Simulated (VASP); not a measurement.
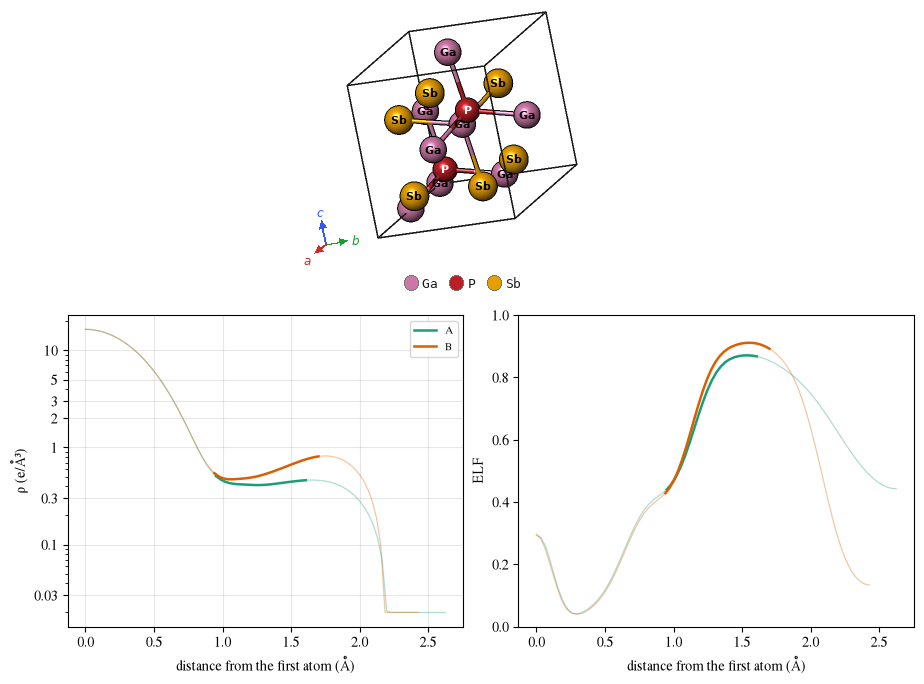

Ga4Sb3P. Valence electron density and electron localisation function along straight lines between neighbouring atoms. Thin, pale parts lie inside the atomic spheres. The structure is drawn too.

Space group P-43m; a generated structure, not necessarily the stable one; computed pressure about 3 GPa in this cell.

Theory: Kohn-Sham DFT of a periodic cell, PBE, VASP PAW PBE potentials, recommended (VASP).

The density is the valence pseudo-density of a PAW calculation; it isn't the true density close to the nuclei.

Which curve belongs to which contact (Ga–P and Ga–Sb)? The first atom named is at distance zero.

Answer. Curve A: Ga–Sb (2.62 Å): the density is about 0.41 e/Å³ at the midpoint; the ELF peaks at about 0.85 between the atoms, as expected for a covalent bond. Curve B: Ga–P (2.43 Å): ρ at the midpoint is about 0.49 e/Å³; the ELF peaks at about 0.90 in the valence shell of P, 0.9 Å from its nucleus, and is about 0.75 at the midpoint.
